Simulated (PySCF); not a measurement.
NaMg (charge +1)

```csv
atom,x (Å),y (Å),z (Å)
Na,0.0000,0.0000,-1.6410
Mg,0.0000,0.0000,1.5730
```

Level of theory: PBE0/aug-cc-pVDZ(-PP), non-relativistic Hamiltonian with scalar-relativistic core potentials where named, at a bond length of 3.214 Å in PySCF.

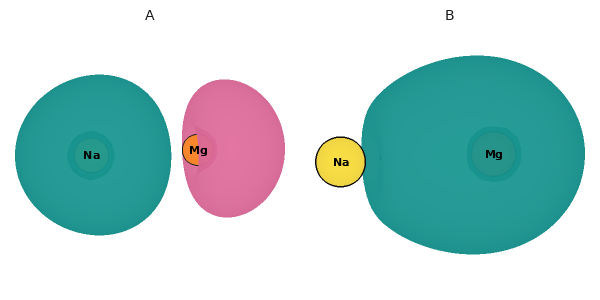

Figure 1. Two frontier orbitals, each drawn at the value that holds 80 % of its norm (teal and pink are the two phases), in no order; of a degenerate pair one member is drawn.

Name the orbitals and rank them from lowest to highest energy.

Orbital B: σ, occupied, −10.16 eV; mainly on Mg (85 %).
Orbital A: σ, empty, −6.18 eV; shared between the atoms (Na 55 %, Mg 45 %).

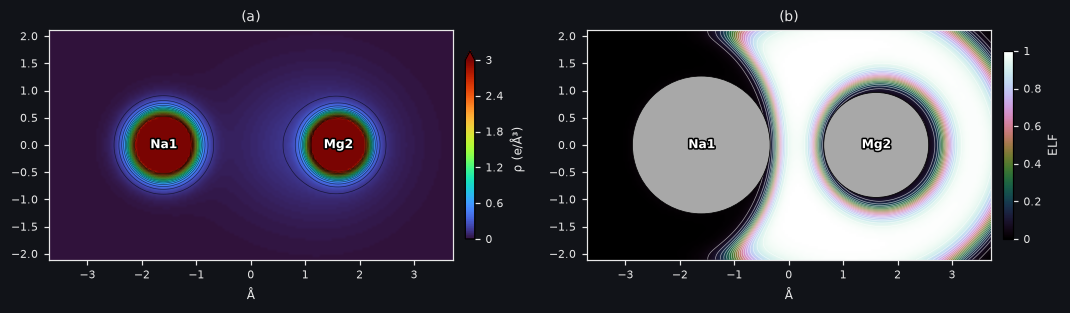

Figure 2. (a) total electron density; (b) ELF on a plane that holds the molecular axis. Grey discs cover the atomic cores in the ELF map.

What does the map show?

The section cuts through Na and Mg sites.
Na–Mg (3.21 Å): ρ is about 0.08 e/Å³ halfway; the ELF peaks at about 1 between the atoms.

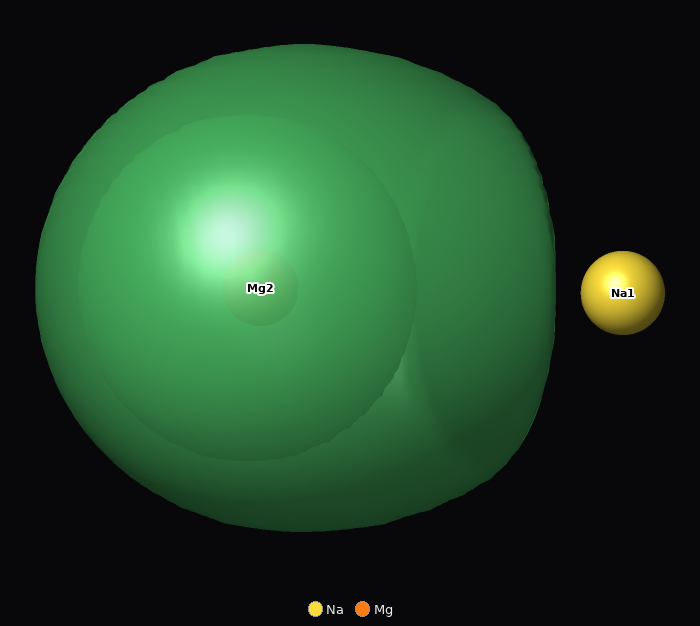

Figure 3. Isosurface of the electron localisation function at 0.85 (green), seen from one side. Only the valence region is drawn (cores and ρ < 0.01 e/Å³ removed).

What do the ELF domains correspond to?

At this value the surface marks out one region wrapped around Mg (its valence shell).
